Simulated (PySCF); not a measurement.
# C3H7ClO3Si: the cost of one run

Computed with PySCF 2.14.0, with density-fitted response routines of our own, on a single molecule in the gas phase. Atoms are numbered from 0 throughout.

### 1 The molecule as given

15 atoms, charge 0, multiplicity 1; geometry from: GFN2-xTB.

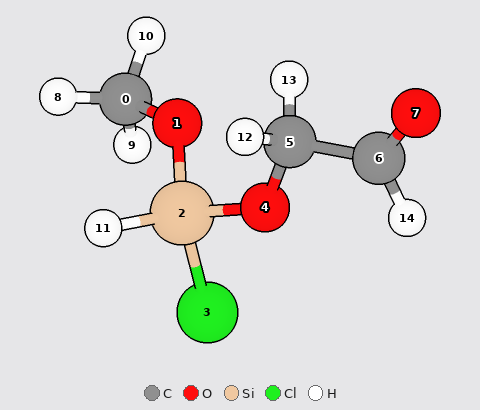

The starting geometry (carbon grey, oxygen red, silicon light orange, chlorine green, hydrogen white), atoms numbered.

### 2 Ultraviolet spectrum: B3LYP/def2-SVPD

The job: settings as JSON, then the geometry in Å.

```
{"job": {"kind": "uv", "xc": "B3LYP", "basis": "def2-SVPD", "nstates": 8, "ntriplets": 3}, "charge": 0, "multiplicity": 1}
C     -2.677148     0.491307     0.833397
O     -1.342984     0.274418     0.459114
Si    -0.728733    -0.614854    -0.744447
Cl    -1.432295    -0.072972    -2.528701
O      0.844410    -0.261830    -0.825499
C      1.786445    -0.202587     0.201977
C      3.079968     0.376447    -0.311318
O      4.068839     0.528051     0.344586
H     -3.126787    -0.434521     1.196579
H     -3.258557     0.858522    -0.014154
H     -2.679789     1.235154     1.629656
H     -0.961444    -2.034373    -0.514688
H      1.979172    -1.205686     0.602641
H      1.418694     0.417027     1.028800
H      3.025794     0.653888    -1.379855
```

Level: TDDFT B3LYP/def2-SVPD, vertical, gas phase, core orbitals frozen in the response.

On the command line:

```sh
> OMP_NUM_THREADS=1 python probes_run.py task.json out
```

One launch serves the whole session: the jobs run in the order shown.

Q: Estimate the wall time and peak memory of this job on 1 thread of Arm Neoverse N1, shared host.

About 91 s, with a peak of 0.94 GiB.
